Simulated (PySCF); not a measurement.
## Run report: C2H12GeOSi2, excited-state calculation

- system: C2H12GeOSi2
- method: TDDFT B3LYP/def2-SVPD, vertical, gas phase, core orbitals frozen in the response (PySCF 2.14.0)

The geometry comes from this level: PBE0-D3(BJ)/def2-SVP. It belongs to a series of runs on one base structure; here: constitutional isomer.

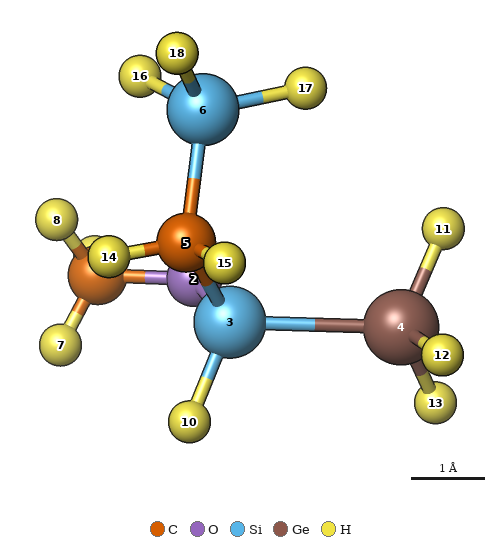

**Figure 1.** The structure (ball-and-stick view, seen at a tilt; atoms are numbered from 1 in the order of the input). Sticks mark near contacts. Bond lengths as drawn: C–H 1.10 to 1.11 Å, C–O 1.40 Å, C–Si 1.88 Å, Ge–H 1.54 Å, Ge–Si 2.38 Å, H–Si 1.49 to 1.50 Å and O–Si 1.67 Å.

The input
```
{"job": {"kind": "uv", "xc": "B3LYP", "basis": "def2-SVPD", "ip": true}, "charge": 0, "multiplicity": 1}
C     -1.591400    -1.430669     0.176743
O     -1.073620    -0.135731     0.050045
Si    -0.056316     0.333030    -1.192377
Ge     0.187079     2.686354    -0.967832
C      1.597927    -0.553263    -1.063870
Si     2.328270    -0.601643     0.671745
H     -2.051638    -1.789205    -0.763265
H     -0.814718    -2.158276     0.477025
H     -2.369054    -1.429132     0.955777
H     -0.699434    -0.007047    -2.506587
H      0.647011     3.070175     0.449809
H      1.241215     3.205299    -1.967722
H     -1.141612     3.407129    -1.261345
H      1.489307    -1.589448    -1.429652
H      2.314839    -0.056403    -1.741232
H      1.486834    -1.448211     1.570359
H      2.402842     0.776345     1.246169
H      3.708853    -1.176890     0.644721
```

The first line tells a small driver script what to run in PySCF; the rest is the geometry in Å.

Launched with:
```bash
OMP_NUM_THREADS=1 python <driver script> task.json out
```

Output
```
coarse grid: 65448 points
cycle   1  E = -2814.0986062802  dE = -4.497e-01  |g| = 8.206e-01  |ddm| = 5.147e+00
cycle   2  E = -2813.8567814508  dE =  2.418e-01  |g| = 1.366e+00  |ddm| = 2.088e+00
cycle   3  E = -2814.2136976379  dE = -3.569e-01  |g| = 1.858e-01  |ddm| = 1.424e+00
cycle   4  E = -2814.2195353916  dE = -5.838e-03  |g| = 5.394e-02  |ddm| = 2.203e-01
cycle   5  E = -2814.2200914249  dE = -5.560e-04  |g| = 1.542e-02  |ddm| = 8.076e-02
cycle   6  E = -2814.2201613126  dE = -6.989e-05  |g| = 3.600e-03  |ddm| = 2.695e-02
cycle   7  E = -2814.2201639889  dE = -2.676e-06  |g| = 5.599e-04  |ddm| = 4.899e-03
final grid: 134984 points
cycle   8  E = -2814.2201448775  dE = -1.258e-07  |g| = 6.931e-04  |ddm| = 9.153e-03
cycle   9  E = -2814.2201448392  dE =  3.829e-08  |g| = 8.937e-04  |ddm| = 1.891e-03
cycle  10  E = -2814.2201449647  dE = -1.255e-07  |g| = 8.869e-05  |ddm| = 9.424e-04
cycle  11  E = -2814.2201449664  dE = -1.725e-09  |g| = 2.284e-05  |ddm| = 1.160e-04
cycle  12  E = -2814.2201449665  dE = -8.686e-11  |g| = 3.743e-06  |ddm| = 2.946e-05
```

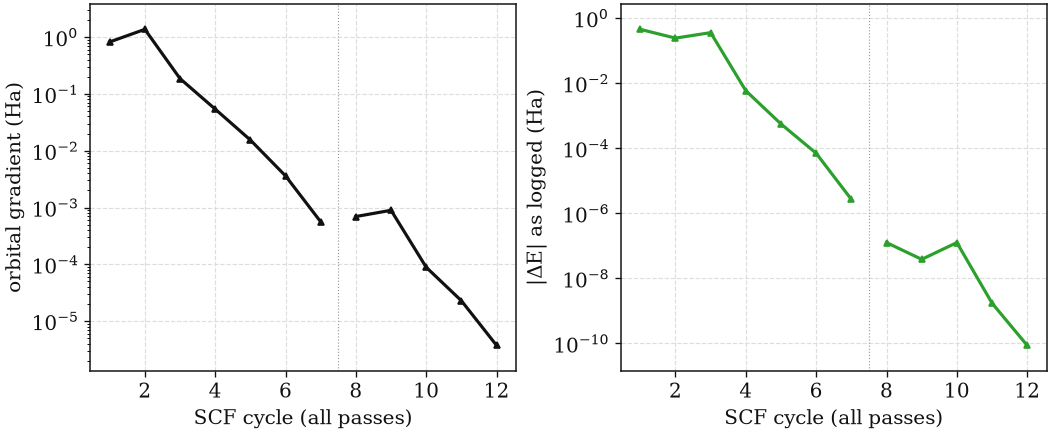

**Figure 2.** Convergence of the self-consistent field: orbital gradient and size of the energy change against the SCF cycle. The dotted line marks the change from a coarse to the final integration grid. The first 7 cycles use a coarse grid, the final grid takes over at cycle 8, and the field converges after 12 cycles in all.

```
converged SCF energy = -2814.2201449665

Static polarisability (au): isotropic 118.118, principal 103.952 119.036 131.367

Singlet excitations
state   eV       nm        f      main configurations
  1   6.5190    190.2   0.01040   H->L 0.63, H->L+1 0.30
  2   6.6916    185.3   0.02741   H->L+1 0.65, H->L 0.31
  3   6.7425    183.9   0.01701   H-1->L 0.67, H-1->L+1 0.25
  4   6.9592    178.2   0.01725   H-1->L+1 0.53, H-1->L 0.23, H->L+2 0.15
  5   6.9964    177.2   0.07637   H->L+2 0.77, H-1->L+1 0.10
  6   7.2490    171.0   0.01783   H-1->L+2 0.84, H-1->L+1 0.10
  7   7.4412    166.6   0.12761   H->L+3 0.83
  8   7.5200    164.9   0.04716   H->L+4 0.87
  9   7.6136    162.8   0.03368   H-1->L+3 0.72, H-2->L 0.11
 10   7.6600    161.9   0.02506   H->L+5 0.36, H-3->L 0.25, H-2->L 0.19

Triplet excitations (Tamm-Dancoff, eV): 6.0207 6.2956 6.4297 6.6092
Vertical ionisation energy (delta-SCF) = 9.4951 eV
```

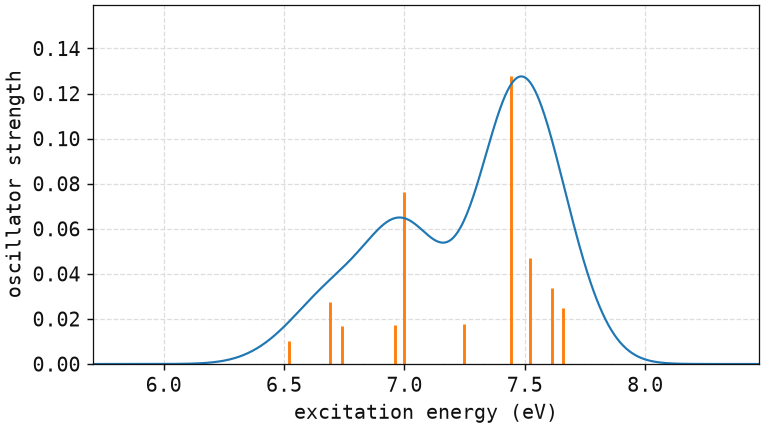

**Figure 3.** Computed excitations as sticks (degenerate states added up, dark ones marked on the axis), with a Gaussian envelope of 0.35 eV full width at half maximum, scaled to the tallest. Of the 10 states the lowest lies at 6.52 eV (f = 0.010); the strongest line is at 7.44 eV, or 167 nm (f = 0.128).

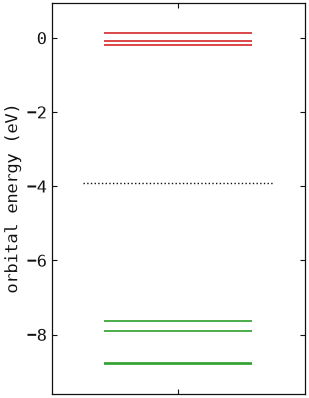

**Figure 4.** Orbital energies near the frontier; the dotted line parts filled from empty levels, and levels within 0.02 eV of each other stand side by side. Highest filled −7.64 eV, lowest empty −0.18 eV, 7.46 eV apart.

Results in brief

| quantity | value |
| --- | --- |
| outcome | converged |
| total energy | −2814.220145 hartree |
| HOMO | −7.64 eV |
| LUMO | −0.18 eV |
| dipole moment | 1.75 D |
| mean polarisability | 118.12 a.u. |
| vertical ionisation energy | 9.50 eV |
| lowest singlet excitation | 6.52 eV |
| hardware | 1 CPU thread, shared host |
| wall time | 11 min |
| peak memory | 1.2 GiB |

Spin–orbit coupling is left out, which matters for the heavy atoms.
